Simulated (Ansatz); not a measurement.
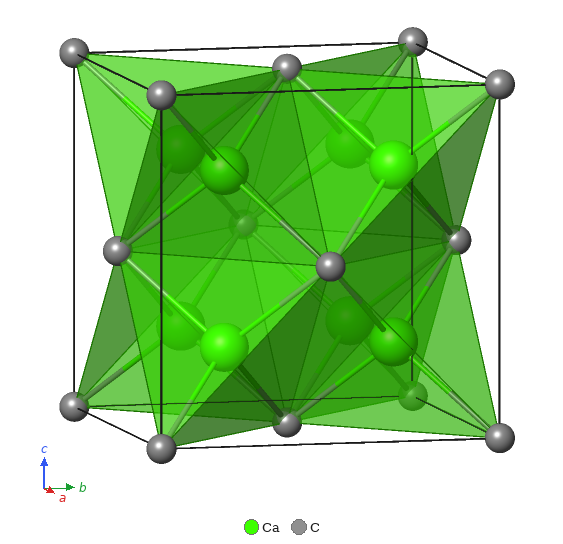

Crystal structure, polyhedral style, seen slightly off an axis. The wireframe shows the drawn cell (a repeat of the simulation cell).

Ca2C, a = 6.257 Å, b = 6.257 Å, c = 6.382 Å, α = 90.00°, β = 90.00°, γ = 90.00°. Strictly the space group is I4/mmm (No. 139, within 0.01 Å). It is a distorted form of a face-centred cubic structure, space group Fm-3m (No. 225) within 0.25 Å: antifluorite. Origin of the cell: a structure type filled with these elements by a generator (whether the compound takes this form wasn't checked). The cell was then strained or its atoms displaced on purpose. It was run through Ansatz as a DFT input.

This one geometry was computed with Ansatz (DFT, plane waves, PAW) at three levels of theory: HSE06, r2SCAN and PBE. It was relaxed with r2SCAN and then strained.

> How does the band gap change with the level of theory?

PBE: a gap of 0.13 eV, direct; r2SCAN: a gap of 0.33 eV, direct; HSE06: a gap of 0.73 eV, direct.

> Collect the results in a table.

| level | cutoff (eV) | k-mesh of the run's cell | gap (eV) | pressure (GPa) |
| --- | --- | --- | --- | --- |
| HSE06 | 420 | 6×6×6 | 0.73 | -0.7 |
| r2SCAN | 500 | 8×8×8 | 0.33 | -1.1 |
| PBE | 420 | 8×8×8 | 0.13 | -0.4 |

Gaps are taken on the k-mesh or band path of each run.
